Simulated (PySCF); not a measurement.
C$_{5}$H$_{7}$NO$_{2}$Si

```xyz
16

N    -1.9669    0.0112    2.2335
C    -1.6613   -0.0871    1.1361
C    -1.2724   -0.1978   -0.2437
C    -0.4039   -1.4599   -0.4644
O     0.8148   -1.3909    0.2055
Si    1.8076   -0.1056    0.2429
C     0.6170    1.4111    0.2268
C    -0.4467    1.0123   -0.7160
O    -0.6106    1.4641   -1.8215
H    -2.1702   -0.2839   -0.8659
H    -0.2353   -1.5757   -1.5419
H    -0.9338   -2.3427   -0.0902
H     2.4922   -0.2845    1.5072
H     2.6506   -0.0331   -0.9496
H     1.0958    2.3305   -0.0999
H     0.2154    1.5410    1.2298
```

Geometry: GFN2-xTB.

All numbers below come from PBE0/pcSseg-1, SCF density, gas phase, non-relativistic in PySCF.

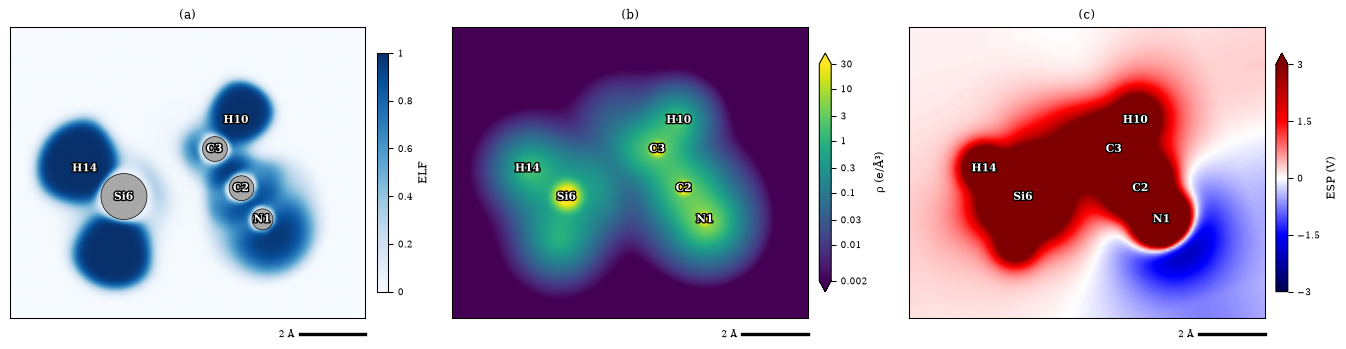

Figure 1. (a) ELF; (b) electron density; (c) molecular electrostatic potential on the plane of atoms C2, C3 and H10. Grey discs cover the atomic cores in the ELF map.

**What do the fields say about this system?**

The plane passes through N, C, Si and H nuclei. C–N (1.14 Å): ρ is about 3.6 e/Å³ halfway; the ELF peaks at about 0.85 between the atoms (a short, multiple covalent bond). C–C (1.44 Å): ρ at the midpoint is about 1.8 e/Å³; the ELF peaks at about 0.95 between the atoms (localised, covalent bonding). C–H (1.10 Å): ρ at the midpoint is about 2 e/Å³; the ELF climbs to about 1 towards the hydrogen, as it does in any bond to H (a covalent bond by its length). The ELF also peaks beside N1, away from the bonds: lone-pair regions. Outside the dense part of the molecule the potential is most negative (−2.0 V) near N1.

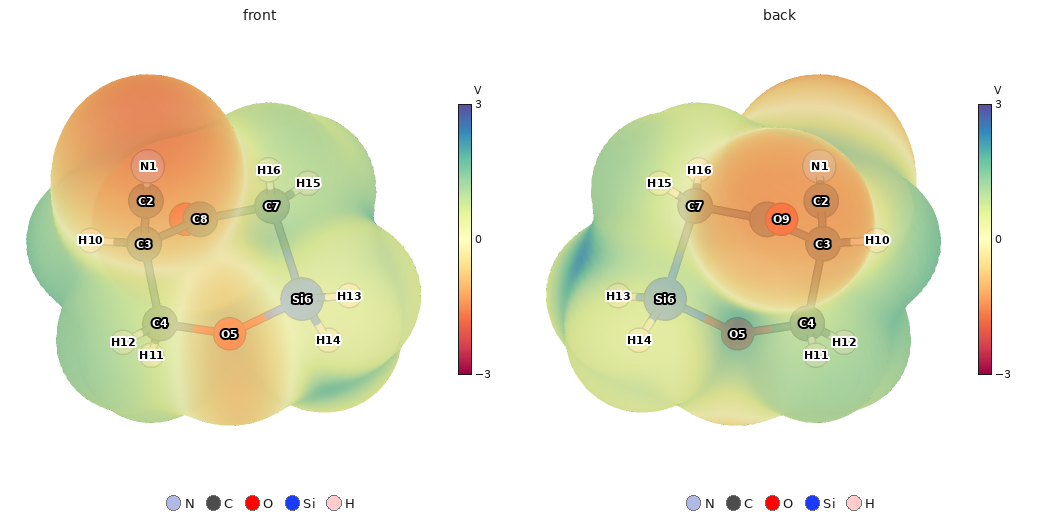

Figure 2. The molecular electrostatic potential painted on the density surface at 0.002 e/bohr³, seen from the front and from behind; the colour scale runs from red (negative) to blue (positive).

**Describe the electrostatic potential map.**

The most negative region (about −1.7 V) lies over N1, the most positive (about +2.1 V) over Si6. N1 is the likeliest acceptor of a hydrogen bond.

**What dipole moment does the calculation give?**

Its dipole moment is 2.35 D.
